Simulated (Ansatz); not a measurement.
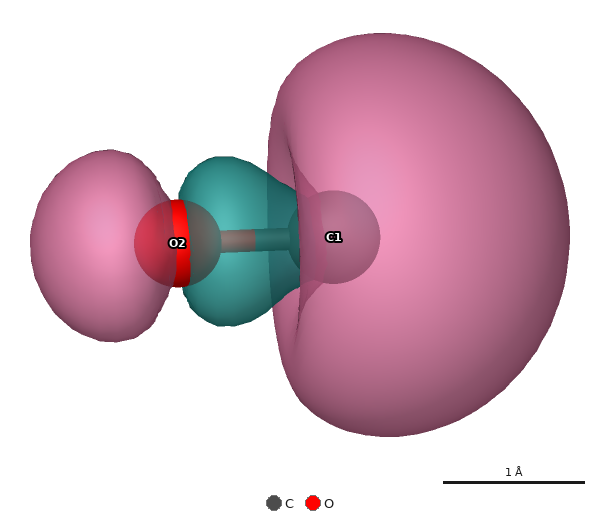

*CO. One frontier orbital at ±0.1 Å⁻³ᐟ² (teal and pink are the two phases), seen from one side.*

Geometry: PBE0-D4/def2-TZVP.

Level of theory: Ansatz 0.2.0, RKS PBE0-D4/def2-TZVPPD.

> Which orbital is it: HOMO or LUMO?

The HOMO, at −10.72 eV. It lies mainly on C1 (about 85 %) and O2 (about 15 %); it is of σ type.
